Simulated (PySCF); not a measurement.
# H9NOSi3: what the fields show

```xyz
14

N    -3.0564    0.0964    0.1525
Si   -1.5514   -0.5920    0.6504
Si    0.0463    0.9046   -0.0320
O     1.4683    0.2036    0.3328
Si    2.9813   -0.3507    0.3647
H    -3.8996   -0.4383    0.2833
H    -3.2457    1.0663    0.3457
H    -1.5614   -1.9080   -0.0083
H    -1.5045   -0.9038    2.1000
H     0.0832    2.1970    0.6751
H     0.1091    1.2329   -1.4638
H     3.1307   -1.2637   -0.7673
H     3.8926    0.7870    0.2533
H     3.1068   -1.0318    1.6515
```

Geometry: GFN2-xTB.

Computed with B3LYP/def2-SVPD, SCF density, gas phase (PySCF).

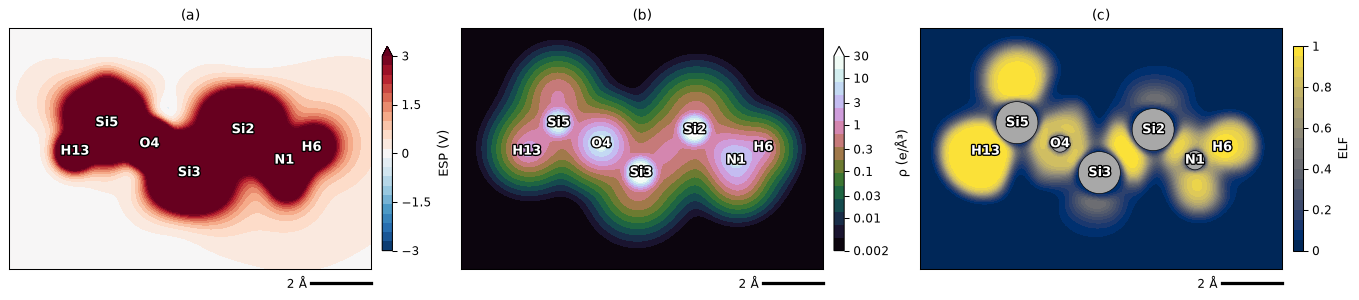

Figure 1. (a) electrostatic potential; (b) total electron density; (c) electron localisation function on the plane of atoms Si2, Si3 and O4. Grey discs cover the atomic cores in the ELF map.

Q: What do the fields say about this system?

A: Atoms in the plane: N, Si, O and H. Si–O (1.61 Å): ρ at the midpoint is about 1.1 e/Å³; the ELF peaks at about 0.85 between the atoms; a short, strongly polar bond. Si–N (1.73 Å): ρ is about 1.1 e/Å³ halfway; the ELF peaks at about 0.90 between the atoms: a shared but strongly polarised pair. Si–Si (2.29 Å): ρ is about 0.72 e/Å³ halfway; the ELF peaks at about 1 between the atoms: a covalent bond. N–H (1.01 Å): ρ at the midpoint is about 2.8 e/Å³; the ELF climbs to about 1 towards the hydrogen, as it does in any bond to H (an ordinary covalent bond to hydrogen). Si–H (1.46 Å): ρ at the midpoint is about 0.8 e/Å³; the ELF climbs to about 1 towards the hydrogen. The ELF also peaks beside O4, away from the bonds: lone-pair regions. The potential has no marked negative region in this plane.

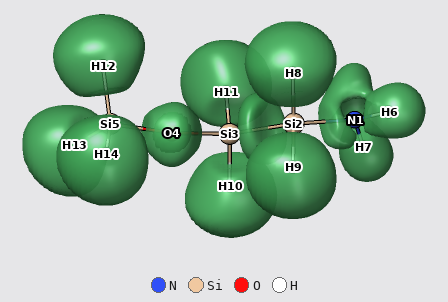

Figure 2. Isosurface of the electron localisation function at 0.8 (green), seen from one side. Only the valence region is drawn (cores and ρ < 0.01 e/Å³ removed).

Q: Describe the localisation domains.

A: The surface consists of one region between bonded Si–Si atoms (shared pairs), seven regions around hydrogen nuclei, one region wrapped around O (its lone pairs, merged into a ring or cap) and one joined region spread over several atoms (H, N), in which their bonds and any lone pairs are merged.

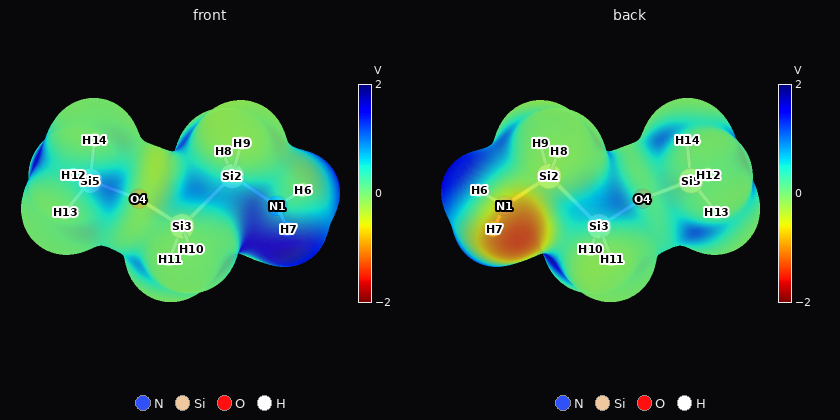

Figure 3. The molecular electrostatic potential painted on the density surface at 0.002 e/bohr³, seen from the front and from behind; red is negative and blue positive.

Q: Where is the surface potential most negative and most positive?

A: The most negative region (about −1.2 V) lies over N1, the most positive (about +1.7 V) over Si3, Si5 and H7. N1 is the likeliest acceptor of a hydrogen bond.
